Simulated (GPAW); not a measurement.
# Property calculation, with input and output: SnSiH5F

SnSiH5F, SMILES [F][SnH2][SiH3], computed with PBE/real-space grid, scalar-relativistic datasets (GPAW 26.7.0).

The geometry comes from this level: GFN2-xTB.

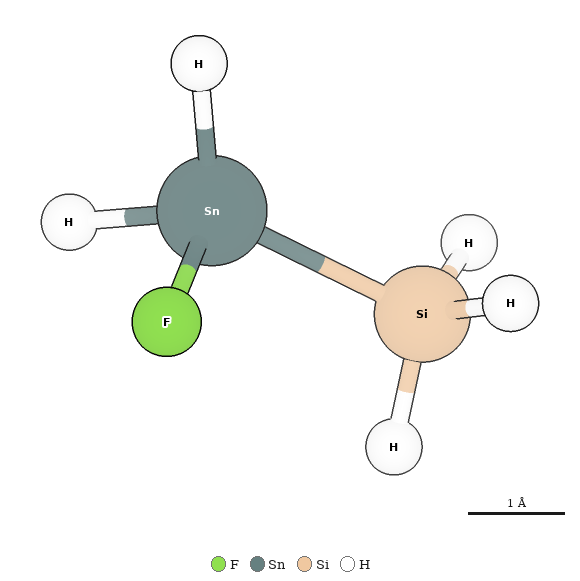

The input geometry (ball-and-stick view, seen at a tilt). Sticks mark near contacts. Bond lengths as drawn: F–Sn 1.98 Å, H–Si 1.46 Å, H–Sn 1.73 Å and Si–Sn 2.55 Å.

**Input (calc.py)**
```python
import numpy as np
from ase import Atoms
from ase.units import Bohr, Debye
from gpaw import GPAW

positions_bohr = np.array(
              [[ -3.888622,   2.102037,   0.436300],
               [ -0.929934,   1.100274,  -1.633404],
               [  1.534439,  -1.445603,   1.620346],
               [ -2.530476,  -0.176368,  -4.177258],
               [ -0.071054,   4.057223,  -2.714195],
               [  2.150149,   0.259459,   3.695662],
               [  3.816245,  -2.360721,   0.367590],
               [ -0.080729,  -3.536301,   2.404960]])
system = Atoms("FSnSiHHHHH", positions=positions_bohr * Bohr)
system.center(vacuum=4.5)

calculator = GPAW(mode="fd",
                  h=0.25,
                  xc="PBE",
                  maxiter=100,
                  symmetry="off",
                  txt="molecule.txt")
system.calc = calculator

energy = system.get_potential_energy()
print(f"Energy                  {energy:.5f} eV")
forces = system.get_forces()
print("Forces (eV/Ang)")
for symbol, f in zip(system.symbols, forces):
    print(f'{symbol:2} {f[0]:9.4f} {f[1]:9.4f} {f[2]:9.4f}')
dipole = system.get_dipole_moment() / Debye
print(f"Dipole                  {np.linalg.norm(dipole):.3f} D")
homo, lumo = calculator.get_homo_lumo()
print(f"HOMO = {homo:.3f} eV")
print(f"LUMO                    {lumo:.3f} eV")
print(f"Gap: {lumo - homo:.3f} eV")
```

Machine: 1 thread of Arm Neoverse V1, 24 GiB of memory available, shared host.

Command:
```bash
python3 calc.py
```

**What the program printed**
```
Energy                  -30.82719 eV
Forces (eV/Ang)
F     7.5406    7.9009   -7.1173
Sn   -0.9646    0.6135   -0.2067
Si   -0.1264    0.2332   -0.4839
H     0.0306    0.1047   -0.2521
H    -0.1232    0.1061   -0.5016
H     0.4230    0.3491    0.7473
H     1.0237   -0.4046   -0.2173
H    -0.7948   -0.6404    0.3430
Dipole                  3.675 D
HOMO = -7.176 eV
LUMO                    -2.134 eV
Gap: 5.042 eV
```

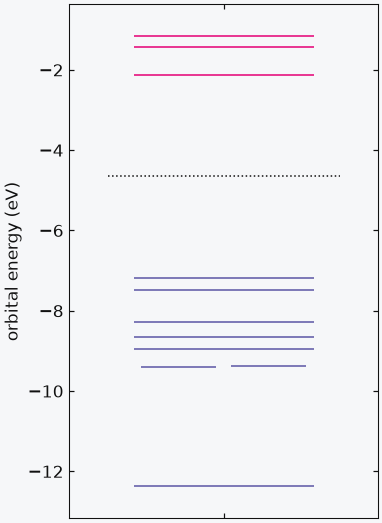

Orbital energies near the frontier; the dotted line parts filled from empty levels, and levels within 0.02 eV of each other stand side by side. Highest filled −7.18 eV, lowest empty −2.13 eV, 5.05 eV apart.

**Summary**

| quantity | value |
| --- | --- |
| outcome | converged |
| energy relative to the program's reference atoms | −30.8272 eV |
| largest force | 13.036 eV/Å |
| HOMO | −7.18 eV |
| LUMO | −2.13 eV |
| dipole moment | 3.67 D |
| wall time | 15 s |
| peak memory | 0.47 GiB |

On so coarse a grid the energy depends on the position of the molecule, which gives spurious forces.
